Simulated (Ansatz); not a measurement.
# CH6AlClO: the cost of one run

Method: RKS r2SCAN/def2-SVP, in Ansatz 0.2.0.

## 1. Starting point

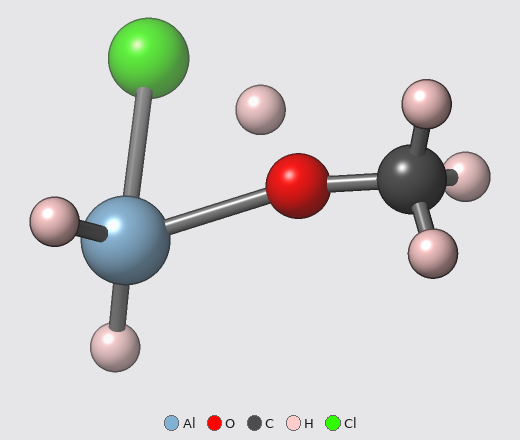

The starting structure, seen from a free direction (aluminium light blue, oxygen red, carbon dark grey, hydrogen pink, chlorine green).

Structure file:

```xyz
10

Al   -1.0144    1.4656   -0.6044
O     0.0811   -0.2404    0.1908
C     0.4559   -1.4070    0.8694
H    -2.2216    1.0777   -1.4639
H    -1.0779    2.6012    0.4188
H     0.8997    0.2313   -0.6593
Cl    1.2361    1.4163   -1.9085
H     0.6915   -2.2016    0.1570
H     1.3263   -1.2160    1.5034
H    -0.3767   -1.7271    1.4968
```

## 2. Pulling towards end A

Springs on the bonds that form and break draw the guess towards this end; the thresholds are loose.

Contents of input.yaml:

```yaml
crystal:
  periodic: [false, false, false]
  atoms:
    - { symbol: Al, position_ang: [-1.0144, 1.4656, -0.6044] }
    - { symbol: O, position_ang: [0.0811, -0.2404, 0.1908] }
    - { symbol: C, position_ang: [0.4559, -1.407, 0.8694] }
    - { symbol: H, position_ang: [-2.2216, 1.0777, -1.4639] }
    - { symbol: H, position_ang: [-1.0779, 2.6012, 0.4188] }
    - { symbol: H, position_ang: [0.8997, 0.2313, -0.6593] }
    - { symbol: Cl, position_ang: [1.2361, 1.4163, -1.9085] }
    - { symbol: H, position_ang: [0.6915, -2.2016, 0.157] }
    - { symbol: H, position_ang: [1.3263, -1.216, 1.5034] }
    - { symbol: H, position_ang: [-0.3767, -1.7271, 1.4968] }
basis:
  gaussian: { orbitals: def2-SVP }
hamiltonian:
  xc: r2scan
relax:
  f_tol: 0.15
  max_steps: 25
  restrain:
    - { distance: [0, 6], at: 3.53, k: 30.0 }
    - { distance: [5, 1], at: 2.27, k: 30.0 }
    - { distance: [0, 1], at: 1.87, k: 30.0 }
    - { distance: [5, 6], at: 1.33, k: 30.0 }
output:
  orbitals: {}
```

Run with:

```bash
$ ansatz run input.yaml --threads 2 --pin off --max-ram 3072MiB --backend cpu --events-out ev --progress --plain --runs-dir out
```

Q: Estimate wall time and peak memory on 2 threads of AMD EPYC 7B13 (Zen 3), shared host.

About 39 s, with a peak of 0.18 GiB.
